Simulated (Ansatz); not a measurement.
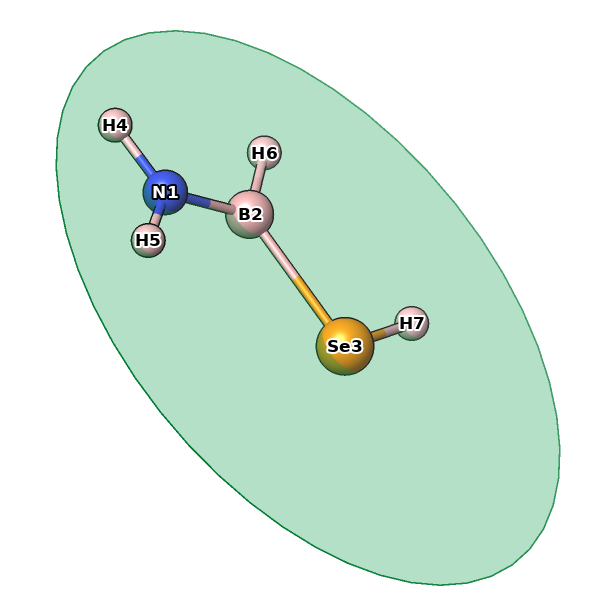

A disc through the centre of mass is drawn in. Distant atoms are faded towards the background colour. Computed geometry: PBE0-D4/def2-TZVP optimisation. No frequency run is at hand to confirm it as a minimum.

Q: Is the plane of the disc a mirror plane of the structure?

A: Yes. The reflection leaves N1, B2, Se3, H4, H5, H6, H7 in place. The point group is Cs.
